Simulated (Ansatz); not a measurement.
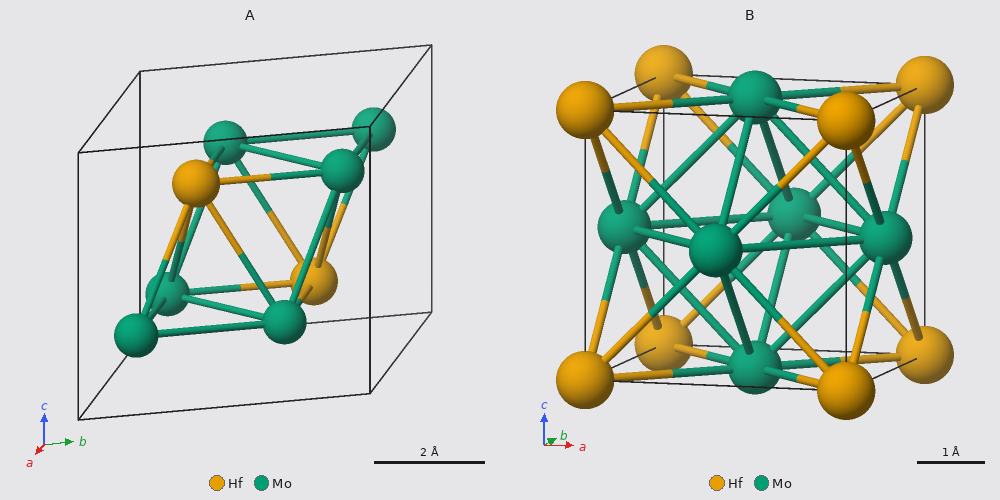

Two structures of HfMo3, each relaxed to rest (conventional cells in solid outline, small ones repeated, not to one scale). Method: DFT PBE, scalar-relativistic, plane waves, PAW (Ansatz), without spin polarisation.

> Characterise the two forms.

A: 8 atoms a cell on a primitive hexagonal lattice, P6_3/mmc. B: Cu₃Au (L1₂) type, Pm-3m.

> Which polymorph is favoured?

A is lower, by 59 meV/atom at this level of theory (energies at zero smearing). Volumes: A 17.4, B 17.4 Å³/atom.

One or both may be structure types tried for this composition rather than known phases.
